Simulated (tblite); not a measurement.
# C5H10Cl2OSi2: the cost of one run

Programs: tblite 0.8.0 and PySCF 2.14.0, with density-fitted response routines of our own. Each step states its level of theory. These are calculated values for one molecule in the gas phase, unless marked as measured. Atoms are numbered from 0 throughout.

## 1. The molecule as given

20 atoms, charge 0, multiplicity 1; geometry from: force field or distance geometry start.

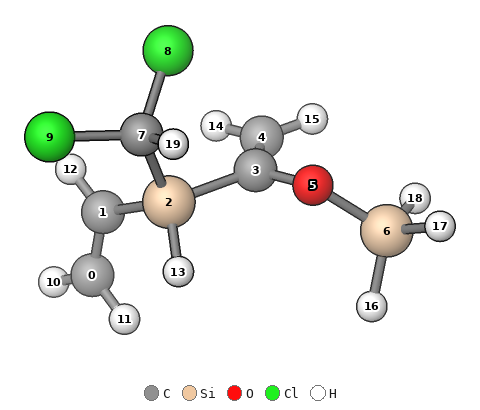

As it starts; carbon grey, silicon light orange, oxygen red, chlorine green, hydrogen white, atoms numbered.

## 2. Optimising the geometry with GFN2-xTB

Job settings and geometry (Å):

```
{"job": {"kind": "relax", "xc": "GFN2-xTB", "basis": "xTB"}, "charge": 0, "multiplicity": 1}
C     -2.653100    -1.514200     0.415700
C     -2.222400    -0.417600    -0.227000
Si    -0.790400     0.551600     0.410800
C      0.807300     0.073900    -0.391100
C      0.839800    -0.547400    -1.551600
O      1.948300     0.383800     0.336200
Si     3.134100    -0.786400     0.780800
C     -0.957400     2.386800     0.067500
Cl    -0.349100     2.671900    -1.570200
Cl    -2.618600     2.963500     0.250200
H     -3.494700    -2.092000     0.056500
H     -2.109500    -1.767600     1.337300
H     -2.771500    -0.162700    -1.123100
H     -0.692800     0.308800     1.854200
H     -0.065300    -0.780700    -2.112100
H      1.770400    -0.838800    -2.025800
H      2.632400    -1.766000     1.780700
H      4.283800    -0.043000     1.352600
H      3.566900    -1.543700    -0.401000
H     -0.263200     2.930400     0.756200
```

The run is started by

```console
OMP_NUM_THREADS=1 python probes_run.py task.json out
```

One launch serves the whole session: the jobs run in the order shown.

Q: Estimate the wall time and peak memory of this first job on 1 thread of Arm Neoverse V1, shared host.

About 3.7 s, with a peak of 0.18 GiB.
